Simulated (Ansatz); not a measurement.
Consider ClH₃OSi···NH₃.

The calculation's input:

```
crystal:
  periodic: [false, false, false]
  atoms:
    - {symbol: Si, position_ang: [-0.372332, 0.618418, -0.492380]}
    - {symbol: N, position_ang: [0.362785, -0.630386, 1.118925]}
    - {symbol: H, position_ang: [-0.822660, 1.441131, -1.668923]}
    - {symbol: H, position_ang: [-1.537491, 0.751907, 0.423196]}
    - {symbol: O, position_ang: [-0.087236, -0.815118, -1.293320]}
    - {symbol: H, position_ang: [0.386188, -0.125767, 1.997182]}
    - {symbol: Cl, position_ang: [1.237978, 1.865839, 0.038022]}
    - {symbol: H, position_ang: [1.301773, -0.943747, 0.900264]}
    - {symbol: H, position_ang: [-0.231083, -1.446999, 1.213137]}
    - {symbol: H, position_ang: [-0.237724, -0.715381, -2.236003]}
basis:
  gaussian: {orbitals: def2-TZVPP}
hamiltonian: {xc: pbe0, dispersion: d4}
output: {orbitals: {seedname: orbitals}}
```

Run with:

```sh
ansatz run in.yaml --threads 4 --pin off --events-out ev --progress --plain --max-ram 9574MiB
```

The product side of a reaction path; geometry: PBE0-D4/def2-TZVP.

All numbers below come from Ansatz, RKS PBE0-D4/def2-TZVPP.

What can the converged electron density and electron localisation function tell about the bonding?

Si1···N2 (2.17 Å): the density falls to about 0.36 e/Å³ on the way; the ELF peaks at about 0.95 in the valence shell of N, 0.7 Å from its nucleus, and is about 0.75 at the midpoint.
Si–O (1.67 Å): ρ at the midpoint is about 1.2 e/Å³; the ELF peaks at about 0.85 between the atoms (a shared but strongly polarised pair).
O–H (0.96 Å): the density is about 3.8 e/Å³ at the midpoint; the ELF climbs to about 1 towards the hydrogen, as it does in any bond to H.
N–H (1.01 Å): the density is about 3 e/Å³ at the midpoint; the ELF climbs to about 1 towards the hydrogen: a covalent bond by its length.

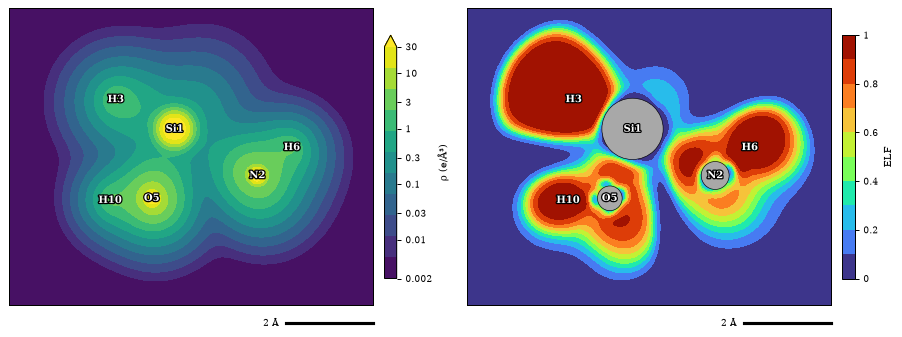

Computed electron density and electron localisation function on the plane of atoms H3, Si1 and O5, in this order. Grey discs cover the atomic cores in the ELF map. 
